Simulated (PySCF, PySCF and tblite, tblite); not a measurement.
# C₅H₅FO₂: conformers and averaged spectra, part 2 of 2

PySCF and tblite. Atoms count from 0.

### 7 Single-point energy, conformer 2: PBE0/def2-SVP in dichloromethane

What the job is given:

```
{"job": {"xc": "PBE0", "basis": "def2-SVP", "solvent": "dichloromethane", "kind": "sp"}, "charge": 0, "multiplicity": 1}
C     -3.012457     0.005715     0.243407
C     -1.771854     0.453387     0.147257
O     -0.732604    -0.398943    -0.084279
C      0.495667     0.092492    -0.171950
C      1.598573    -0.651055    -0.397463
F      1.521195    -1.991688    -0.554495
C      2.928514    -0.078693    -0.486954
O      3.178975     1.097805    -0.370712
H     -3.827223     0.679169     0.425707
H     -3.233988    -1.041161     0.141635
H     -1.507718     1.501341     0.244116
H      0.644771     1.163203    -0.057202
H      3.713762    -0.831087    -0.675453
```

What it wrote:

```text
coarse grid: 11792 points
cycle   1  E = -442.7017800232  dE =  1.375e+00  |g| = 9.283e-01  |ddm| = 4.035e+00
cycle   2  E = -442.2563844437  dE =  4.454e-01  |g| = 1.740e+00  |ddm| = 3.207e+00
cycle   3  E = -442.8673539134  dE = -6.110e-01  |g| = 1.688e-01  |ddm| = 2.418e+00
cycle   4  E = -442.8716975233  dE = -4.344e-03  |g| = 9.203e-02  |ddm| = 2.265e-01
cycle   5  E = -442.8732486566  dE = -1.551e-03  |g| = 1.521e-02  |ddm| = 8.515e-02
cycle   6  E = -442.8732994654  dE = -5.081e-05  |g| = 4.788e-03  |ddm| = 1.671e-02
cycle   7  E = -442.8733034186  dE = -3.953e-06  |g| = 2.145e-03  |ddm| = 5.947e-03
final grid: 116920 points
cycle   8  E = -442.9464790478  dE = -5.168e-06  |g| = 1.446e-02  |ddm| = 2.940e-02
cycle   9  E = -442.9463887209  dE =  9.033e-05  |g| = 2.601e-02  |ddm| = 3.498e-02
cycle  10  E = -442.9465201080  dE = -1.314e-04  |g| = 1.724e-03  |ddm| = 2.363e-02
cycle  11  E = -442.9465207635  dE = -6.554e-07  |g| = 3.444e-04  |ddm| = 1.770e-03
cycle  12  E = -442.9465207836  dE = -2.011e-08  |g| = 1.156e-04  |ddm| = 4.049e-04
cycle  13  E = -442.9465207861  dE = -2.459e-09  |g| = 4.855e-05  |ddm| = 1.486e-04
cycle  14  E = -442.9465207866  dE = -5.274e-10  |g| = 1.059e-05  |ddm| = 5.807e-05
converged SCF energy = -442.9465207866
```

Wall time 6.2 s (1 thread of Arm Neoverse V1, shared host).

In short: HOMO -6.74 eV, LUMO -1.72 eV; dipole 3.08 D.

### 8 Shieldings, conformer 3: wB97X-D/pcSseg-1 in dichloromethane

What the job is given:

```
{"job": {"xc": "wB97X-D", "basis": "pcSseg-1", "solvent": "dichloromethane", "kind": "nmr", "pop": false}, "charge": 0, "multiplicity": 1}
C     -2.895604     0.447155    -0.109837
C     -1.615162     0.119885    -0.172251
O     -0.730957     0.674220     0.718287
C      0.563394     0.400733     0.719679
C      1.348517    -0.400067    -0.031203
F      0.886486    -1.168108    -1.055043
C      2.778062    -0.505428     0.201672
O      3.384031     0.093042     1.057547
H     -3.603531     0.026008    -0.797078
H     -3.258125     1.140395     0.627968
H     -1.224949    -0.572499    -0.902130
H      1.085802     0.946939     1.498585
H      3.277647    -1.201789    -0.494632
```

What it wrote:

```text
coarse grid: 11792 points
cycle   1  E = -443.2834317814  dE =  1.611e+00  |g| = 1.032e+00  |ddm| = 3.272e+00
cycle   2  E = -443.1067988913  dE =  1.766e-01  |g| = 1.478e+00  |ddm| = 2.071e+00
cycle   3  E = -443.4897915037  dE = -3.830e-01  |g| = 9.498e-02  |ddm| = 1.327e+00
cycle   4  E = -443.4912180575  dE = -1.427e-03  |g| = 6.227e-02  |ddm| = 9.900e-02
cycle   5  E = -443.4919631044  dE = -7.450e-04  |g| = 1.157e-02  |ddm| = 5.143e-02
cycle   6  E = -443.4920107535  dE = -4.765e-05  |g| = 5.275e-03  |ddm| = 1.925e-02
cycle   7  E = -443.4920197644  dE = -9.011e-06  |g| = 1.713e-03  |ddm| = 8.727e-03
final grid: 116920 points
cycle   8  E = -443.5680907792  dE = -1.807e-04  |g| = 6.796e-03  |ddm| = 4.069e-02
cycle   9  E = -443.5680941374  dE = -3.358e-06  |g| = 6.592e-03  |ddm| = 1.063e-02
cycle  10  E = -443.5681004685  dE = -6.331e-06  |g| = 7.731e-04  |ddm| = 3.805e-03
cycle  11  E = -443.5681006861  dE = -2.176e-07  |g| = 3.846e-04  |ddm| = 1.729e-03
cycle  12  E = -443.5681007327  dE = -4.657e-08  |g| = 1.320e-04  |ddm| = 5.167e-04
cycle  13  E = -443.5681007412  dE = -8.479e-09  |g| = 5.165e-05  |ddm| = 2.867e-04
cycle  14  E = -443.5681007428  dE = -1.662e-09  |g| = 2.280e-05  |ddm| = 1.447e-04
cycle  15  E = -443.5681007431  dE = -2.373e-10  |g| = 7.054e-06  |ddm| = 4.603e-05
converged SCF energy = -443.5681007431

GIAO shielding tensors (ppm)
atom      isotropic    diamagn.    paramagn.     s11        s22        s33       span
  0 C       78.642     254.348    -175.706    -30.144    100.391    165.679    195.823
  1 C       30.612     257.393    -226.781    -80.913     71.065    101.685    182.598
  2 O      152.259     396.369    -244.110     59.898     97.220    299.659    239.761
  3 C       42.684     253.381    -210.697    -38.361     49.830    116.583    154.944
  4 C       37.113     253.725    -216.613    -24.400     54.759     80.979    105.380
  5 F      356.925     477.516    -120.591    299.648    374.077    397.050     97.402
  6 C       -8.736     244.770    -253.506    -90.612    -27.463     91.867    182.479
  7 O     -233.076     402.293    -635.369   -770.874   -327.982    399.628   1170.502
  8 H       26.601      28.952      -2.351     24.626     25.681     29.496      4.870
  9 H       26.391      30.013      -3.622     23.570     25.088     30.514      6.944
 10 H       23.928      33.042      -9.114     19.483     22.217     30.085     10.602
 11 H       24.581      30.901      -6.320     20.691     24.949     28.105      7.414
 12 H       22.084      25.644      -3.560     20.671     21.309     24.271      3.600
```

Run time: 21 s. Hardware: 1 thread of Arm Neoverse V1, shared host.

This run: HOMO -8.71 eV, LUMO -0.09 eV; dipole 3.23 D.

### 9 Single-point energy, conformer 3: PBE0/def2-SVP in dichloromethane

Changed since step 8:

```diff
@@ -1,2 +1,2 @@
-{"job": {"xc": "wB97X-D", "basis": "pcSseg-1", "solvent": "dichloromethane", "kind": "nmr", "pop": false}, "charge": 0, "multiplicity": 1}
+{"job": {"xc": "PBE0", "basis": "def2-SVP", "solvent": "dichloromethane", "kind": "sp"}, "charge": 0, "multiplicity": 1}
 C     -2.895604     0.447155    -0.109837
```

What it wrote:

```text
coarse grid: 11792 points
cycle   1  E = -442.6995000032  dE =  1.366e+00  |g| = 9.237e-01  |ddm| = 3.994e+00
cycle   2  E = -442.2470981175  dE =  4.524e-01  |g| = 1.747e+00  |ddm| = 3.214e+00
cycle   3  E = -442.8639906760  dE = -6.169e-01  |g| = 1.573e-01  |ddm| = 2.433e+00
cycle   4  E = -442.8676098757  dE = -3.619e-03  |g| = 9.001e-02  |ddm| = 2.095e-01
cycle   5  E = -442.8691127877  dE = -1.503e-03  |g| = 1.539e-02  |ddm| = 8.304e-02
cycle   6  E = -442.8691675816  dE = -5.479e-05  |g| = 3.928e-03  |ddm| = 1.620e-02
cycle   7  E = -442.8691703532  dE = -2.772e-06  |g| = 1.580e-03  |ddm| = 5.229e-03
final grid: 116920 points
cycle   8  E = -442.9438243205  dE = -1.110e-05  |g| = 1.371e-02  |ddm| = 3.151e-02
cycle   9  E = -442.9437440573  dE =  8.026e-05  |g| = 2.462e-02  |ddm| = 3.296e-02
cycle  10  E = -442.9438612036  dE = -1.171e-04  |g| = 1.703e-03  |ddm| = 2.252e-02
cycle  11  E = -442.9438618484  dE = -6.448e-07  |g| = 3.471e-04  |ddm| = 1.786e-03
cycle  12  E = -442.9438618681  dE = -1.968e-08  |g| = 1.247e-04  |ddm| = 4.228e-04
cycle  13  E = -442.9438618710  dE = -2.869e-09  |g| = 4.760e-05  |ddm| = 1.601e-04
cycle  14  E = -442.9438618715  dE = -5.091e-10  |g| = 1.138e-05  |ddm| = 6.022e-05
converged SCF energy = -442.9438618715
```

Wall time 6.3 s (1 thread of Arm Neoverse V1, shared host).

This run: HOMO -6.83 eV, LUMO -1.71 eV; dipole 3.20 D.

### 10 Shieldings, conformer 4: wB97X-D/pcSseg-1 in dichloromethane

What the job is given:

```
{"job": {"xc": "wB97X-D", "basis": "pcSseg-1", "solvent": "dichloromethane", "kind": "nmr", "pop": false}, "charge": 0, "multiplicity": 1}
C     -1.966464     0.853332    -0.278833
C     -1.906651    -0.308003     0.346586
O     -0.954977    -1.283876     0.164606
C      0.328717    -1.020831    -0.044765
C      1.085045     0.063730     0.220395
F      0.587868     1.193863     0.785804
C      2.511289     0.096330    -0.052906
O      3.137477    -0.802599    -0.560175
H     -2.786487     1.522154    -0.100336
H     -1.213050     1.177670    -0.975117
H     -2.677754    -0.659512     1.018161
H      0.863255    -1.875393    -0.445906
H      2.987345     1.043622     0.256274
```

What it wrote:

```text
coarse grid: 11792 points
cycle   1  E = -443.2814012859  dE =  1.611e+00  |g| = 1.030e+00  |ddm| = 3.257e+00
cycle   2  E = -443.1081189084  dE =  1.733e-01  |g| = 1.473e+00  |ddm| = 2.041e+00
cycle   3  E = -443.4865272672  dE = -3.784e-01  |g| = 9.536e-02  |ddm| = 1.306e+00
cycle   4  E = -443.4879714565  dE = -1.444e-03  |g| = 6.144e-02  |ddm| = 9.841e-02
cycle   5  E = -443.4886957303  dE = -7.243e-04  |g| = 1.168e-02  |ddm| = 5.055e-02
cycle   6  E = -443.4887409954  dE = -4.527e-05  |g| = 5.448e-03  |ddm| = 1.857e-02
cycle   7  E = -443.4887501365  dE = -9.141e-06  |g| = 1.601e-03  |ddm| = 8.544e-03
final grid: 116920 points
cycle   8  E = -443.5644936403  dE = -1.434e-04  |g| = 6.618e-03  |ddm| = 3.803e-02
cycle   9  E = -443.5644954321  dE = -1.792e-06  |g| = 6.749e-03  |ddm| = 1.050e-02
cycle  10  E = -443.5645018945  dE = -6.462e-06  |g| = 6.690e-04  |ddm| = 3.831e-03
cycle  11  E = -443.5645020460  dE = -1.515e-07  |g| = 3.945e-04  |ddm| = 1.463e-03
cycle  12  E = -443.5645020902  dE = -4.420e-08  |g| = 1.079e-04  |ddm| = 5.330e-04
cycle  13  E = -443.5645020970  dE = -6.830e-09  |g| = 6.160e-05  |ddm| = 2.416e-04
cycle  14  E = -443.5645020991  dE = -2.055e-09  |g| = 1.955e-05  |ddm| = 1.677e-04
cycle  15  E = -443.5645020993  dE = -2.143e-10  |g| = 8.732e-06  |ddm| = 4.054e-05
converged SCF energy = -443.5645020993

GIAO shielding tensors (ppm)
atom      isotropic    diamagn.    paramagn.     s11        s22        s33       span
  0 C       77.237     258.114    -180.877    -35.479     94.856    172.334    207.813
  1 C       32.249     251.652    -219.404    -76.583     72.762    100.567    177.150
  2 O      163.762     395.940    -232.178     81.924    126.937    282.425    200.501
  3 C       42.636     254.630    -211.993    -39.142     48.234    118.817    157.959
  4 C       38.086     253.950    -215.863    -22.381     53.873     82.767    105.149
  5 F      327.340     478.659    -151.318    238.554    327.953    415.513    176.959
  6 C       -8.887     246.221    -255.108    -90.780    -27.455     91.574    182.354
  7 O     -237.020     402.042    -639.062   -778.066   -333.014    400.019   1178.084
  8 H       26.357      29.040      -2.684     24.387     26.307     28.375      3.988
  9 H       26.705      33.388      -6.683     23.122     26.468     30.525      7.403
 10 H       24.851      28.978      -4.127     21.976     25.524     27.054      5.078
 11 H       24.422      31.073      -6.651     20.790     24.873     27.603      6.813
 12 H       22.090      26.554      -4.464     20.535     21.256     24.480      3.945
```

It took 21 s on 1 thread of Arm Neoverse V1, shared host.

This run: HOMO -8.85 eV, LUMO -0.08 eV; dipole 3.21 D.

### 11 Single-point energy, conformer 4: PBE0/def2-SVP in dichloromethane

Changed since step 10:

```diff
@@ -1,2 +1,2 @@
-{"job": {"xc": "wB97X-D", "basis": "pcSseg-1", "solvent": "dichloromethane", "kind": "nmr", "pop": false}, "charge": 0, "multiplicity": 1}
+{"job": {"xc": "PBE0", "basis": "def2-SVP", "solvent": "dichloromethane", "kind": "sp"}, "charge": 0, "multiplicity": 1}
 C     -1.966464     0.853332    -0.278833
```

What it wrote:

```text
coarse grid: 11792 points
cycle   1  E = -442.6973292693  dE =  1.365e+00  |g| = 9.215e-01  |ddm| = 3.985e+00
cycle   2  E = -442.2563797444  dE =  4.409e-01  |g| = 1.735e+00  |ddm| = 3.150e+00
cycle   3  E = -442.8600712643  dE = -6.037e-01  |g| = 1.605e-01  |ddm| = 2.379e+00
cycle   4  E = -442.8639747271  dE = -3.903e-03  |g| = 8.843e-02  |ddm| = 2.070e-01
cycle   5  E = -442.8654179565  dE = -1.443e-03  |g| = 1.509e-02  |ddm| = 8.115e-02
cycle   6  E = -442.8654684850  dE = -5.053e-05  |g| = 4.298e-03  |ddm| = 1.607e-02
cycle   7  E = -442.8654719440  dE = -3.459e-06  |g| = 1.654e-03  |ddm| = 5.482e-03
final grid: 116920 points
cycle   8  E = -442.9393337511  dE = -9.409e-06  |g| = 1.382e-02  |ddm| = 2.785e-02
cycle   9  E = -442.9392497551  dE =  8.400e-05  |g| = 2.498e-02  |ddm| = 3.342e-02
cycle  10  E = -442.9393715057  dE = -1.218e-04  |g| = 1.674e-03  |ddm| = 2.276e-02
cycle  11  E = -442.9393721393  dE = -6.336e-07  |g| = 3.197e-04  |ddm| = 1.745e-03
cycle  12  E = -442.9393721557  dE = -1.645e-08  |g| = 1.229e-04  |ddm| = 3.722e-04
cycle  13  E = -442.9393721584  dE = -2.716e-09  |g| = 4.326e-05  |ddm| = 1.529e-04
cycle  14  E = -442.9393721588  dE = -4.123e-10  |g| = 1.261e-05  |ddm| = 5.520e-05
converged SCF energy = -442.9393721588
```

Wall time 6.4 s (1 thread of Arm Neoverse V1, shared host).

In short: HOMO -6.94 eV, LUMO -1.71 eV; dipole 3.17 D.

### 12 Boltzmann average: properties at wB97X-D/pcSseg-1 in dichloromethane

What the job is given:

```
{"job": {"study": "conf", "smiles": "C=CO/C=C(\\F)C=O", "search": {"seed": 2019, "n_embed": 150, "ff_keep": 22, "window": 3.0, "nmax": 10, "temps": [200, 250, 298.15, 350, 400], "t_ref": 298.15, "order": 0.001}, "level": {"nmr": {"xc": "wB97X-D", "basis": "pcSseg-1", "solvent": "dichloromethane"}, "sp": {"xc": "PBE0", "basis": "def2-SVP", "solvent": "dichloromethane"}}, "kind": "conf"}, "charge": 0, "multiplicity": 1}
C     -3.012457     0.005715     0.243407
C     -1.771854     0.453387     0.147257
O     -0.732604    -0.398943    -0.084279
C      0.495667     0.092492    -0.171950
C      1.598573    -0.651055    -0.397463
F      1.521195    -1.991688    -0.554495
C      2.928514    -0.078693    -0.486954
O      3.178975     1.097805    -0.370712
H     -3.827223     0.679169     0.425707
H     -3.233988    -1.041161     0.141635
H     -1.507718     1.501341     0.244116
H      0.644771     1.163203    -0.057202
H      3.713762    -0.831087    -0.675453
```

What it wrote:

```text
conformer  sym    E(xTB)   E(DFT)   G(298.15 K)  weight  dipole/D
    1     C1      0.276    1.133    0.772   0.2035    2.889
    2     Cs      0.000    0.000    0.000   0.7489    3.084
    3     Cs      0.082    1.456    1.647   0.0465    3.201
    4     C1      1.319    3.872    3.858   0.0011    3.165

mean shielding (ppm) by class
class atoms           200 K      250 K   298.15 K      350 K      400 K
  0 C  0             83.064     83.401     83.679     83.913      84.08
  1 C  1             27.957      28.18      28.38     28.565     28.715
  2 O  2            154.872    155.557    156.146    156.671    157.083
  3 C  3             38.837     39.313     39.732     40.113     40.413
  4 C  4              36.48      36.36     36.259     36.172     36.108
  5 F  5            356.134    355.944    355.767    355.584    355.408
  6 C  6             -9.027      -9.05      -9.07     -9.086     -9.099
  7 O  7           -235.667   -236.092   -236.454   -236.771   -237.014
  8 H  8             26.722     26.721      26.72     26.718     26.716
  9 H  9             26.474     26.484     26.493       26.5     26.506
 10 H  10             24.77     24.761     24.751     24.741     24.733
 11 H  11            24.211     24.191     24.174      24.16     24.149
 12 H  12            22.065     22.063     22.061     22.059     22.058
```

Run time: 1.9 min. Hardware: 1 thread of Arm Neoverse V1, shared host. This counts the runs that the step sums up.

The search (ETKDG and KDG, MMFF94s, GFN2-xTB) embedded 150 structures, kept 7 distinct ones after the force field and 6 after xTB; 4 were carried on (window 3.0 kcal/mol at the search's own energies). Energies: PBE0/def2-SVP in dichloromethane with D3(BJ).

The conformers at 298 K:

```tsv
no.	group	mirror pair	ΔE xTB	ΔE DFT	ΔG	weight (%)	μ (D)	C0–C1–O2–C3 (°)	C1–O2–C3–C4 (°)	F5–C4–C6–O7 (°)	A, B, C (GHz)
1	C1	yes	0.28	1.13	0.77	20.3	2.89	13	-174	180	3.71, 1.18, 0.90
2	Cs	no	0.00	0.00	0.00	74.9	3.08	-180	180	-180	4.78, 0.99, 0.82
3	Cs	no	0.08	1.46	1.65	4.7	3.20	-180	0	180	5.59, 1.06, 0.89
4	C1	yes	1.32	3.87	3.86	0.1	3.17	38	21	-179	4.53, 1.30, 1.08
```

Energies in kcal/mol. ΔG holds xTB vibrations and rotation, symmetry numbers and mirror pairs.

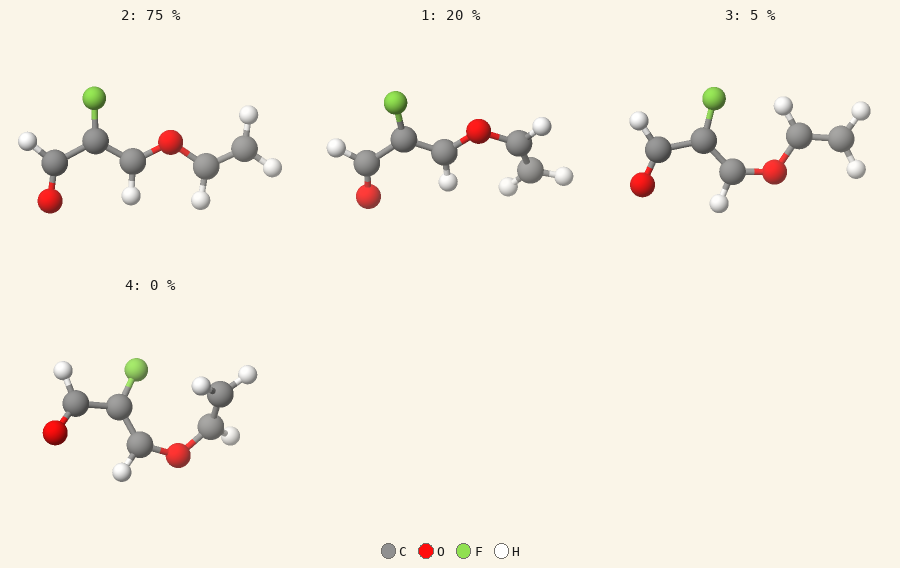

Conformers, most populated first.

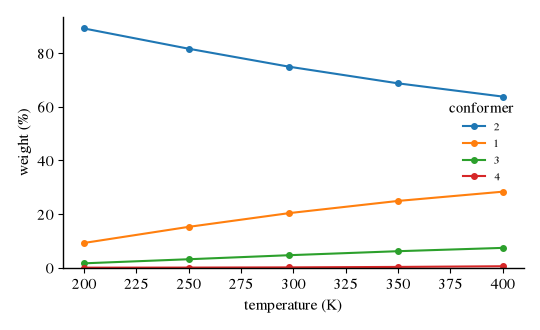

Weights against temperature.

Other ways of weighting, at the same temperature:

```tsv
scheme	2	1	3	4	mean μ (D)
DFT free energy	75	20	5	0	3.05
DFT energy, symmetry counted	72	21	6	0	3.05
DFT energy alone	81	12	7	0	3.07
xTB energy, symmetry counted	30	38	26	6	3.05
xTB free energy	35	40	22	4	3.04
lowest conformer only	100	0	0	0	3.08
equal weights	25	25	25	25	3.08
conformers found from three starts alone	94	0	6	0	3.09
```

Shifts against references run at the same level (13C TMS 187.9, 1H TMS 31.81 ppm of shielding), by class of atoms, at 298 K:

```tsv
atoms	environment	no. 2	no. 1	no. 3	average
C6	aldehyde carbonyl carbon	196.8	197.3	196.6	196.9
C1	alkene carbon bearing oxygen	160.2	157.3	157.2	159.5
C4	β carbon of an enol-ether or enamine type C=C	151.2	153.3	150.7	151.6
C3	alkene carbon bearing oxygen	149.7	143.0	145.2	148.1
C0	β carbon of an enol-ether or enamine type C=C	105.3	98.7	109.2	104.2
H12	hydrogen on an aldehyde carbonyl carbon	9.74	9.78	9.73	9.75
H11	hydrogen on an alkene carbon bearing oxygen	7.56	7.99	7.23	7.64
H10	hydrogen on an alkene carbon bearing oxygen	7.03	6.97	7.88	7.06
H9	hydrogen on a β carbon of an enol-ether or enamine type C=C	5.35	5.17	5.42	5.32
H8	hydrogen on a β carbon of an enol-ether or enamine type C=C	5.09	5.07	5.21	5.09
O7	aldehyde oxygen	-235.0 (σ)	-242.6 (σ)	-233.1 (σ)	-236.5 (σ)
O2	ether oxygen	153.8 (σ)	165.6 (σ)	152.3 (σ)	156.1 (σ)
F5	vinylic fluorine	356.4 (σ)	353.3 (σ)	356.9 (σ)	355.8 (σ)
```

Effective distances for nuclear Overhauser effects, ⟨r⁻⁶⟩^(−1/6) over all pairs of two classes (Å): H8···H9 1.84; H10···H11 2.30; H8···H10 2.46; H9···H11 2.75; H9···H10 3.08; H11···H12 3.71; H8···H11 4.23.

### 13 Summary of results

What follows sums up all 2 parts.

```
                                                 quantity                                                value
                                               conformers  4; the first in weight is no. 2 (Cs), 75 % at 298 K
                                  root-mean-square dipole                                               3.05 D
averaged 13C shifts (wB97X-D/pcSseg-1 in dichloromethane)                196.9, 159.5, 151.6, 148.1, 104.2 ppm
 averaged 1H shifts (wB97X-D/pcSseg-1 in dichloromethane)                     9.75, 7.64, 7.06, 5.32, 5.09 ppm
```

What this shows: At 298 K conformer 2 holds 75 % of the ensemble (89 % at 200 K, 64 % at 400 K). Among conformers over 5 %, C3 differs by 6.8 ppm, while the average moves by 1.6 ppm from 200 to 400 K.
